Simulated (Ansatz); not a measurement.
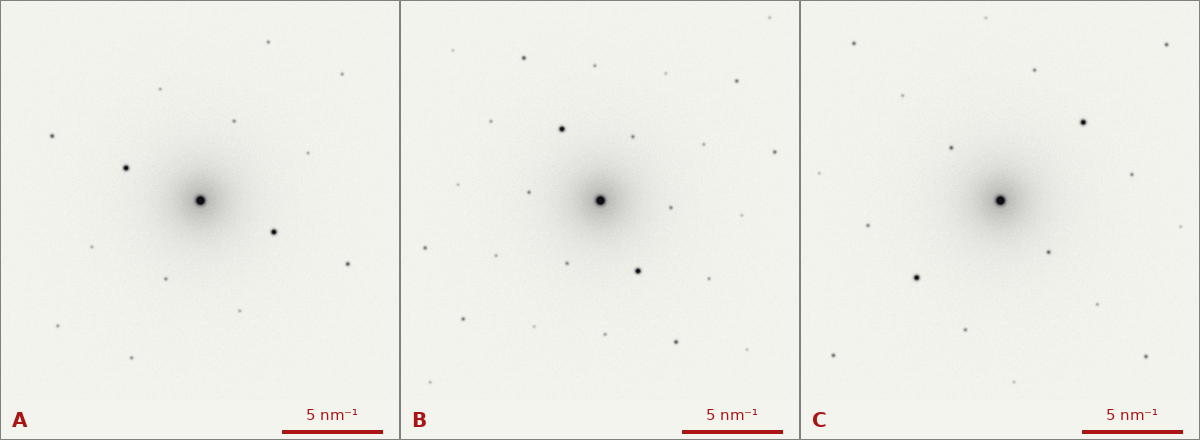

Simulated selected-area electron diffraction patterns (300 kV, kinematic approximation, thin crystal, B = 0.5 Å² for all atoms).

All three come from BeC2, space group I4/mmm (No. 139), a = 3.51 Å, c = 4.65 Å. Structure: coordinates from a relaxation (final pressure about 6 GPa) with Ansatz 0.2.0, DFT PBE, scalar-relativistic, plane waves, PAW; the starting structure was generated, so it need not be a known form of this composition.

Question: Assign the zone axes [101], [110], [111] to A, B and C.

Answer: A is [110]: rectangular net of 1 -1 0 at d = 2.48 Å and 0 0 2 at d = 2.33 Å, at 90.0°. B is [111]: centred rectangular net of -1 0 1 at d = 2.80 Å and 0 -1 1 at d = 2.80 Å, at 68.7°. C is [101]: rectangular net of 1 0 -1 at d = 2.80 Å and 0 2 0 at d = 1.76 Å, at 90.0°.
